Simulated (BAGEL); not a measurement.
**AlH5Se (SMILES [AlH3-][SeH2+]): RI-MP2/aug-cc-pVDZ (density fitting with qzvpp-jkfit)**

What is the energy change on altering one bond length of AlH5Se at RI-MP2/aug-cc-pVDZ (density fitting with qzvpp-jkfit)? 

Program for the calculation: BAGEL 1.2.2.

2 further runs of the same task are left out: 1 that didn't finish, 1 set aside as unsound or not needed.

## 1. The molecule

AlH5Se has 7 atoms, charge 0, and is taken as a singlet. As SMILES, `[AlH3-][SeH2+]`. The shape is that of a PBE0-D4/def2-TZVP optimisation.

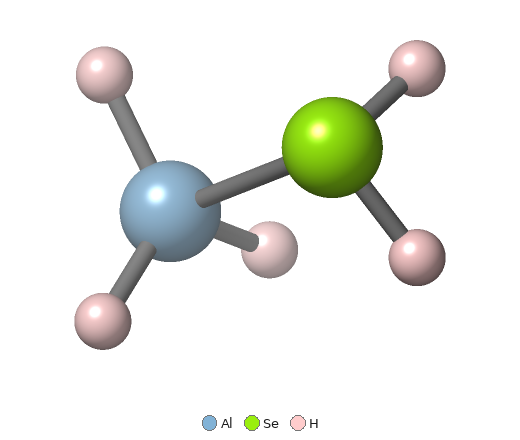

The structure, seen from a chosen angle (aluminium light blue, selenium green, hydrogen pink).

## 2. The energy at RI-MP2/aug-cc-pVDZ (density fitting with qzvpp-jkfit)

Contents of mp2.json:

```json
{ "bagel": [

{
  "title": "molecule",
  "basis": "aug-cc-pvdz.json",
  "df_basis": "qzvpp-jkfit",
  "angstrom": true,
  "geometry": [
    { "atom": "Al", "xyz": [   -0.744200,   -0.592000,   -0.660600 ] },
    { "atom": "Se", "xyz": [    0.804900,    0.318800,    1.311000 ] },
    { "atom": "H", "xyz": [   -0.120900,   -2.061200,   -0.657100 ] },
    { "atom": "H", "xyz": [   -2.114600,   -0.336300,    0.116400 ] },
    { "atom": "H", "xyz": [   -0.317400,    0.420400,   -1.817200 ] },
    { "atom": "H", "xyz": [    2.044900,    0.436200,    0.531900 ] },
    { "atom": "H", "xyz": [    0.508400,    1.746200,    1.129900 ] }
  ]
},
{
  "title": "hf"
},
{
  "title": "mp2",
  "ncore": 14
}

]}
```

The basis set aug-cc-pVDZ is read from a file made from the Basis Set Exchange's data (not shown).

Run with:

```bash
BAGEL_NUM_THREADS=1 BAGEL mp2.json > mp2.out
```

Output:

```text
* using 1 threads per process

  ===============================================================
  ===============================================================

  *** Geometry ***

  { "atom" : "Al", "xyz" : [     -1.406334,     -1.118718,     -1.248353 ] },
  { "atom" : "Se", "xyz" : [      1.521041,      0.602445,      2.477431 ] },
  { "atom" : "H", "xyz" : [     -0.228468,     -3.895103,     -1.241739 ] },
  { "atom" : "H", "xyz" : [     -3.996015,     -0.635515,      0.219964 ] },
  { "atom" : "H", "xyz" : [     -0.599799,      0.794441,     -3.434010 ] },
  { "atom" : "H", "xyz" : [      3.864301,      0.824299,      1.005145 ] },
  { "atom" : "H", "xyz" : [      0.960737,      3.299840,      2.135202 ] },

  Number of auxiliary basis functions:      484

  Since a DF basis is specified, we compute 2- and 3-index integrals:
    o Being stored without compression. Storage requirement is 0.045 GB

  Number of basis functions:      108
  Number of electrons      :       52

    * METHOD: MOLECULE                             0.25

  *** RHF ***

  === Nuclear Repulsion ===
   147.6762542927

      * DIIS with orbital gradients will be used.

  === RHF iteration (aug-cc-pvdz.json) ===
      0      -2644.54520996          0.00977001           0.09
      1      -2644.61126221          0.00287125           0.09
      2      -2644.61656031          0.00091111           0.09
      3      -2644.61729833          0.00016440           0.09
      4      -2644.61732508          0.00004310           0.09
      5      -2644.61732691          0.00001127           0.10
      6      -2644.61732704          0.00000206           0.09
      7      -2644.61732704          0.00000052           0.09
      8      -2644.61732704          0.00000012           0.09
      9      -2644.61732704          0.00000003           0.09
     10      -2644.61732704          0.00000001           0.09
    * SCF iteration converged.

    * Permanent dipole moment:
           (   -0.944401,    -0.752973,    -0.767819) a.u.

    * METHOD: HF                                   1.23

  *** RHF ***

  === Nuclear Repulsion ===
   147.6762542927

      * DIIS with orbital gradients will be used.

  === RHF iteration (aug-cc-pvdz.json) ===
      0      -2644.61732704          0.00000000           0.09
    * SCF iteration converged.

    * Permanent dipole moment:
           (   -0.944402,    -0.752974,    -0.767818) a.u.

  === DF-MP2 calculation ===

    * freezing 14 orbitals
    * 3-index integral transformation done
    * assembly done

      MP2 correlation energy:   -0.2449961938      0.05

      MP2 total energy:       -2644.8623232362

    * METHOD: MP2                                  0.24

  ===============================================================
```

It took 2 s on 1 thread of Arm Neoverse V2, shared host; peak memory 0.15 GiB.

## 3. The distorted shape

Contents of mp2.json:

```json
{ "bagel" : [

{
  "title" : "molecule",
  "basis" : "aug-cc-pvdz.json",
  "df_basis" : "qzvpp-jkfit",
  "angstrom" : true,
  "geometry" : [
    { "atom" : "Al", "xyz" : [   -1.736237,   -0.685923,   -0.037297 ] },
    { "atom" : "Se", "xyz" : [   -0.187137,    0.224877,    1.934303 ] },
    { "atom" : "H", "xyz" : [   -1.112937,   -2.155123,   -0.033797 ] },
    { "atom" : "H", "xyz" : [   -3.106637,   -0.430223,    0.739703 ] },
    { "atom" : "H", "xyz" : [   -1.309437,    0.326477,   -1.193897 ] },
    { "atom" : "H", "xyz" : [    2.044900,    0.436200,    0.531900 ] },
    { "atom" : "H", "xyz" : [   -0.483637,    1.652277,    1.753203 ] }
  ]
},
{ "title" : "hf" },
{ "title" : "mp2", "ncore" : 14 }

]}
```

The basis set aug-cc-pVDZ is read from a file made from the Basis Set Exchange's data (not shown).

Run with:

```bash
BAGEL_NUM_THREADS=1 BAGEL mp2.json > mp2.out
```

Output:

```text
* using 1 threads per process

  ===============================================================
  ===============================================================

  *** Geometry ***

  { "atom" : "Al", "xyz" : [     -3.281012,     -1.296207,     -0.070481 ] },
  { "atom" : "Se", "xyz" : [     -0.353638,      0.424956,      3.655303 ] },
  { "atom" : "H", "xyz" : [     -2.103146,     -4.072592,     -0.063867 ] },
  { "atom" : "H", "xyz" : [     -5.870693,     -0.813004,      1.397836 ] },
  { "atom" : "H", "xyz" : [     -2.474477,      0.616952,     -2.256138 ] },
  { "atom" : "H", "xyz" : [      3.864301,      0.824299,      1.005145 ] },
  { "atom" : "H", "xyz" : [     -0.913941,      3.122351,      3.313074 ] },

  Number of auxiliary basis functions:      484

  Since a DF basis is specified, we compute 2- and 3-index integrals:
    o Being stored without compression. Storage requirement is 0.045 GB

  Number of basis functions:      108
  Number of electrons      :       52

    * METHOD: MOLECULE                             0.25

  *** RHF ***

  === Nuclear Repulsion ===
   141.6690875400

      * DIIS with orbital gradients will be used.

  === RHF iteration (aug-cc-pvdz.json) ===
      0      -2644.32499361          0.01170904           0.09
      1      -2644.42602471          0.00701410           0.08
      2      -2644.46036157          0.00155098           0.08
      3      -2644.46316093          0.00047045           0.08
      4      -2644.46344268          0.00010475           0.08
      5      -2644.46345982          0.00002525           0.10
      6      -2644.46346096          0.00000518           0.09
      7      -2644.46346101          0.00000237           0.08
      8      -2644.46346103          0.00000097           0.08
      9      -2644.46346103          0.00000050           0.08
     10      -2644.46346103          0.00000029           0.08
     11      -2644.46346103          0.00000015           0.08
     12      -2644.46346103          0.00000006           0.08
     13      -2644.46346103          0.00000002           0.08
     14      -2644.46346103          0.00000001           0.08
    * SCF iteration converged.

    * Permanent dipole moment:
           (   -0.933836,    -0.760030,    -0.702625) a.u.

    * METHOD: HF                                   1.51

  *** RHF ***

  === Nuclear Repulsion ===
   141.6690875400

      * DIIS with orbital gradients will be used.

  === RHF iteration (aug-cc-pvdz.json) ===
      0      -2644.46346103          0.00000000           0.08
    * SCF iteration converged.

    * Permanent dipole moment:
           (   -0.933836,    -0.760030,    -0.702624) a.u.

  === DF-MP2 calculation ===

    * freezing 14 orbitals
    * 3-index integral transformation done
    * assembly done

      MP2 correlation energy:   -0.2674016139      0.05

      MP2 total energy:       -2644.7308626440

    * METHOD: MP2                                  0.23

  ===============================================================
```

It took 2.3 s on 1 thread of Arm Neoverse V2, shared host; peak memory 0.15 GiB.

## 4. What came out

At RI-MP2/aug-cc-pVDZ (density fitting with qzvpp-jkfit), 14 core orbitals frozen:

| quantity | value |
| --- | --- |
| first shape: total energy | -2644.86232 Eh |
| first shape: correlation energy (14 core orbitals frozen) | -245.0 mEh |
| distorted shape: total energy | -2644.73086 Eh |
| distorted shape: correlation energy (14 core orbitals frozen) | -267.4 mEh |
| energy change with the Se2–H6 bond stretched from 1.469 to 2.645 Å | 3.577 eV |

What this shows: One bond (distorted shape) is far stretched, which a spin-restricted single reference describes badly; perturbation theory on it can break down and give far too much correlation. With the Se2–H6 bond stretched from 1.469 to 2.645 Å the energy rises by 3.58 eV (345 kJ/mol). The first shape isn't relaxed at this level, so the change isn't measured from a minimum. A restricted reference can't describe the breaking bond well at this length.
